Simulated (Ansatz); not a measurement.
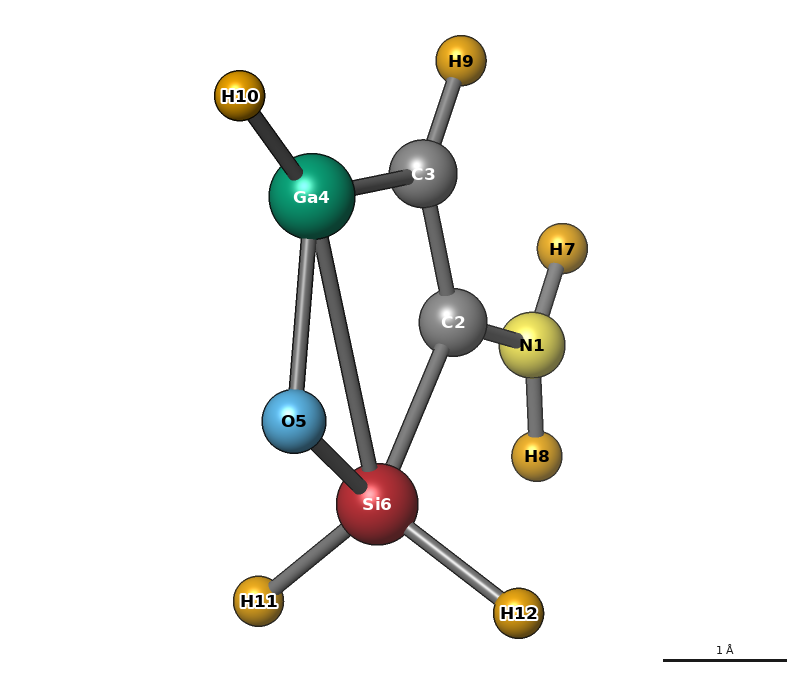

The atoms are numbered. Computed geometry: PBE0-D4/def2-TZVP optimisation.

Which atoms are bonded, and how long are the bonds?

```json
{"bond": "N1–C2", "length (Å)": "1.356"}
{"bond": "N1–H7", "length (Å)": "1.006"}
{"bond": "N1–H8", "length (Å)": "1.003"}
{"bond": "C2–C3", "length (Å)": "1.362"}
{"bond": "C2–Si6", "length (Å)": "1.905"}
{"bond": "C3–Ga4", "length (Å)": "1.911"}
{"bond": "C3–H9", "length (Å)": "1.089"}
{"bond": "Ga4–O5", "length (Å)": "1.839"}
{"bond": "Ga4–Si6", "length (Å)": "2.836"}
{"bond": "Ga4–H10", "length (Å)": "1.548"}
{"bond": "O5–Si6", "length (Å)": "1.624"}
{"bond": "Si6–H11", "length (Å)": "1.491"}
{"bond": "Si6–H12", "length (Å)": "1.490"}
```
